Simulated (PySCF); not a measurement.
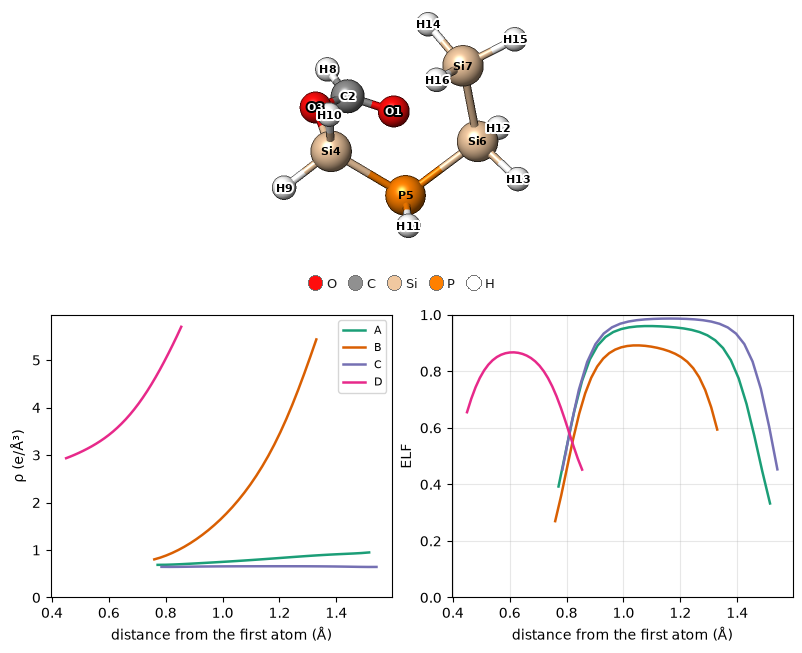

Figure 1: CH9O2PSi3 (SMILES O=CO[SiH2]P[SiH2][SiH3]). Electron density and electron localisation function along straight lines between neighbouring atoms. The curves leave out the atomic cores. The structure is drawn too.

Geometry: GFN2-xTB.

Computed with PySCF, B3LYP/def2-SVPD, SCF density, gas phase.

```json
{"atom": "O", "x (Å)": "1.7654", "y (Å)": "-1.1498", "z (Å)": "-0.5782"}
{"atom": "C", "x (Å)": "2.3166", "y (Å)": "-0.9081", "z (Å)": "0.4592"}
{"atom": "O", "x (Å)": "2.1116", "y (Å)": "0.1275", "z (Å)": "1.2150"}
{"atom": "Si", "x (Å)": "1.1180", "y (Å)": "1.4277", "z (Å)": "0.7992"}
{"atom": "P", "x (Å)": "0.5963", "y (Å)": "1.2097", "z (Å)": "-1.3312"}
{"atom": "Si", "x (Å)": "-1.0534", "y (Å)": "-0.3061", "z (Å)": "-1.5036"}
{"atom": "Si", "x (Å)": "-2.1726", "y (Å)": "-0.8735", "z (Å)": "0.4552"}
{"atom": "H", "x (Å)": "3.0737", "y (Å)": "-1.5849", "z (Å)": "0.9007"}
{"atom": "H", "x (Å)": "2.0557", "y (Å)": "2.5342", "z (Å)": "0.9738"}
{"atom": "H", "x (Å)": "0.1224", "y (Å)": "1.3567", "z (Å)": "1.8728"}
{"atom": "H", "x (Å)": "-0.2021", "y (Å)": "2.3462", "z (Å)": "-1.3645"}
{"atom": "H", "x (Å)": "-0.4258", "y (Å)": "-1.4448", "z (Å)": "-2.1764"}
{"atom": "H", "x (Å)": "-1.9628", "y (Å)": "0.2981", "z (Å)": "-2.4985"}
{"atom": "H", "x (Å)": "-1.3331", "y (Å)": "-1.6244", "z (Å)": "1.4044"}
{"atom": "H", "x (Å)": "-3.3486", "y (Å)": "-1.7029", "z (Å)": "0.1669"}
{"atom": "H", "x (Å)": "-2.6690", "y (Å)": "0.3033", "z (Å)": "1.1937"}
```

Which curve belongs to which contact (C–O, Si–O, Si–P and Si–Si)? The first atom named is at distance zero.

Answer. Curve A: Si–P (2.20 Å): the density is about 0.79 e/Å³ at the midpoint; the ELF peaks at about 0.95 between the atoms (a covalent bond). Curve B: Si–O (1.69 Å): ρ is about 1 e/Å³ halfway; the ELF peaks at about 0.90 between the atoms (a polar covalent bond). Curve C: Si–Si (2.33 Å): ρ is about 0.66 e/Å³ halfway; the ELF peaks at about 1 between the atoms, as expected for a shared electron pair. Curve D: C–O (1.20 Å): ρ at the midpoint is about 3.4 e/Å³; the ELF peaks at about 0.85 between the atoms (a short, multiple covalent bond).
